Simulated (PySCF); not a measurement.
Vertical excitations of a molecule C4H9FSi from PySCF with TDA-LC-ωPBE/def2-SVPD, as energy in eV (oscillator strength): 8.19 (0.020), 8.45 (0.143), 8.63 (0.000), 8.68 (0.024), 8.88 (0.005), 8.89 (0.001), 9.03 (0.036), 9.27 (0.078), 9.40 (0.193), 9.59 (0.147). Lowest triplet (TDA): 7.20 eV. Geometry: PBE0-D3(BJ)/def2-SVP. Other conformers were not sampled.

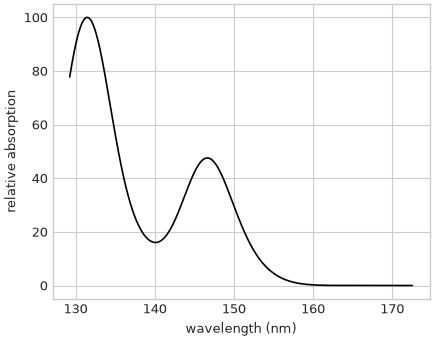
*The lines broadened by 0.4 eV.*

Problem. Pick the molecule that these values belong to.
A. C=C(C)[SiH2]CF
B. CC1(F)C[SiH2]C1
C. C=C[C@H](F)C[SiH3]
D. F[SiH2]CC1CC1

Solution. B, CC1(F)C[SiH2]C1
